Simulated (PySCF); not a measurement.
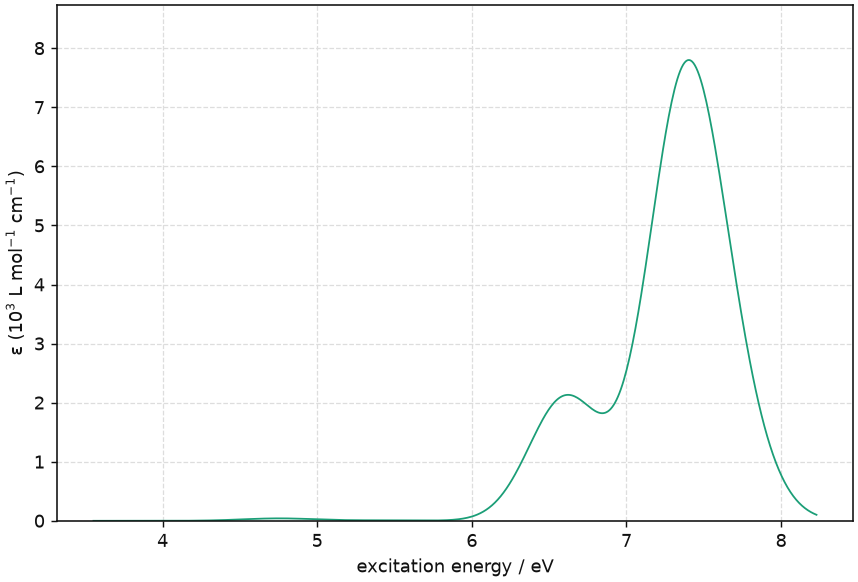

Computed absorption of C₃H₉Al, SMILES CC[CH2][AlH2], singlet. Vertical TDDFT excitations, PBE0/6-31+G(d) with PySCF, at a PBE0-D3(BJ)/def2-SVP geometry (no frequency check), gas phase. The lowest 10 singlet states are shown; each is broadened by a Gaussian of 1/e half-width 0.33 eV.

Q: Where is the lowest singlet, and is it bright?

A: S1 lies at 4.75 eV (261 nm) with f = 0.001, mainly HOMO → LUMO (99 %); it is dark or nearly so.

Q: List the transitions behind the spectrum.

A:
| state | E (eV) | λ (nm) | f | main character |
| --- | --- | --- | --- | --- |
| S1 | 4.75 | 261 | 0.001 | HOMO → LUMO (99 %) |
| S2 | 5.43 | 228 | 0.000 | HOMO−1 → LUMO (99 %) |
| S3 | 6.61 | 188 | 0.043 | HOMO → LUMO+1 (98 %) |
| S4 | 7.00 | 177 | 0.000 | HOMO−2 → LUMO (98 %) |
| S5 | 7.18 | 173 | 0.001 | HOMO−3 → LUMO (96 %) |
| S6 | 7.36 | 168 | 0.121 | HOMO → LUMO+2 (78 %) |
| S7 | 7.43 | 167 | 0.016 | HOMO → LUMO+3 (59 %) |
| S8 | 7.46 | 166 | 0.008 | HOMO−1 → LUMO+1 (74 %) |
| S9 | 7.66 | 162 | 0.024 | HOMO → LUMO+4 (76 %) |
| S10 | 7.73 | 160 | 0.007 | HOMO−4 → LUMO (86 %) |

Caveats: states above the negative HOMO energy depend on the basis; one conformer of a flexible molecule; core orbitals are frozen in the response.
